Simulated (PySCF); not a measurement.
C3H13PSi3 (SMILES C=C(C)[SiH2]P([SiH3])[SiH3])

Input file:

```
{"job": {"kind": "nmr", "xc": "PBE0", "basis": "pcSseg-1"}, "charge": 0, "multiplicity": 1}
C     -1.713588    -0.773711    -1.809348
C     -1.994124    -0.279421    -0.596069
C     -3.299748    -0.538117     0.101515
Si    -0.738972     0.790466     0.309322
P      1.220224     0.798711    -0.818337
Si     2.367119     2.100664     0.624396
Si     1.986724    -1.196485    -0.088204
H     -0.761997    -0.571600    -2.312755
H     -2.433194    -1.399193    -2.352303
H     -3.840116     0.403586     0.297884
H     -3.140896    -1.016639     1.082275
H     -3.956568    -1.189252    -0.495806
H     -1.215071     2.207425     0.404934
H     -0.575926     0.285590     1.712408
H      2.194891     1.691379     2.054037
H      3.816086     2.017038     0.270802
H      1.894744     3.507741     0.461359
H      1.894507    -1.346650     1.398152
H      1.185948    -2.275269    -0.738806
H      3.417408    -1.324338    -0.499440
```

Run with:

```sh
OMP_NUM_THREADS=1 python probes_run.py task.json out
```

Geometry: PBE0-D3(BJ)/def2-SVP.

Computed with PBE0/pcSseg-1, SCF density, gas phase, non-relativistic in PySCF.

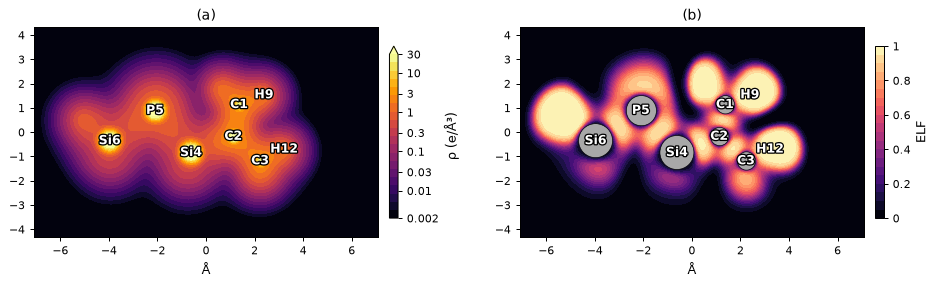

Figure 1. (a) electron density; (b) electron localisation function on the plane of atoms C2, Si4 and P5. Grey discs cover the atomic cores in the ELF map.

**Read the bonding off the picture.**

The section cuts through C, Si, P and H sites. C–C (1.34 Å): ρ is about 2.2 e/Å³ halfway; the ELF peaks at about 0.95 between the atoms; a short, multiple covalent bond. C–Si (1.88 Å): the density is about 0.94 e/Å³ at the midpoint; the ELF peaks at about 0.95 between the atoms: a shared electron pair. Si–P (2.26 Å): ρ at the midpoint is about 0.71 e/Å³, with its minimum of 0.62 e/Å³ about 0.8 Å from Si; the ELF peaks at about 0.95 between the atoms (a covalent bond). C–H (1.10 Å): ρ at the midpoint is about 1.9 e/Å³; the ELF climbs to about 1 towards the hydrogen, as it does in any bond to H: a covalent bond by its length. C–C (1.50 Å): the density is about 1.7 e/Å³ at the midpoint; the ELF peaks at about 0.95 between the atoms, as expected for a covalent bond. The ELF also peaks beside P5, away from the bonds: lone-pair regions.

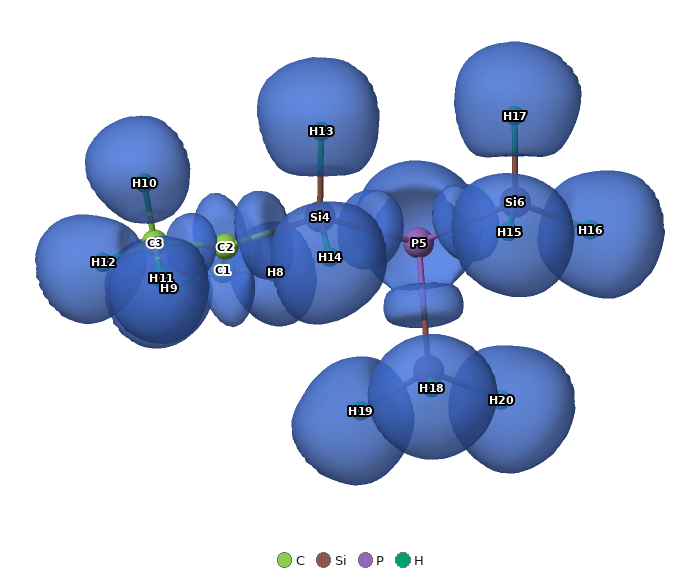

Figure 2. Isosurface of the ELF at 0.75 (blue), seen at a tilt. Core shells and regions of very low density are left out.

**Describe the localisation domains.**

At this value the surface marks out two regions between bonded C–C atoms (shared pairs), one region between bonded C–Si atoms (shared pairs), 13 regions around hydrogen nuclei and one region on P in which the atom's valence shell and bonds are merged.

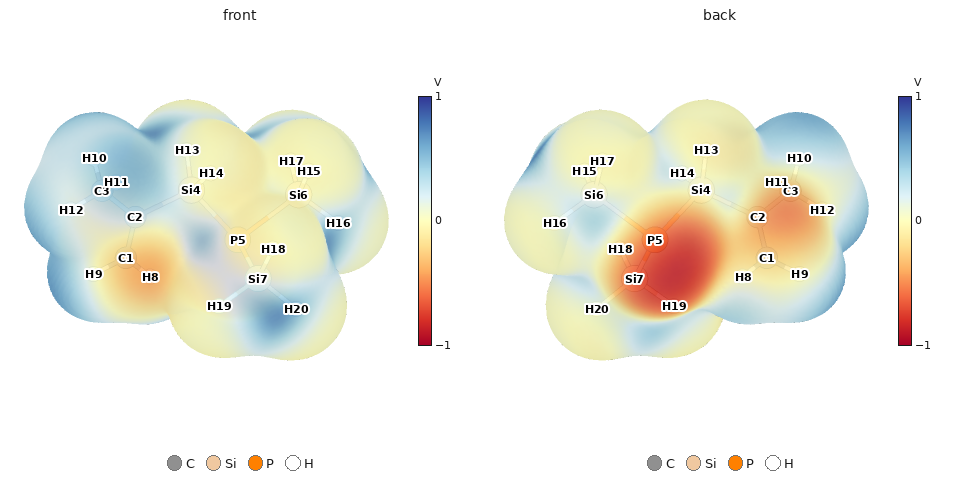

Figure 3. The molecular electrostatic potential painted on the density surface at 0.001 e/bohr³, seen from the front and from behind; the colour scale runs from red (negative) to blue (positive).

**Where is the surface potential most negative and most positive?**

The most negative region (about −0.8 V, or −18 kcal/mol for a unit charge) lies over P5, the most positive (about +0.7 V, or +16 kcal/mol for a unit charge) over Si4, Si6, Si7 and H9.
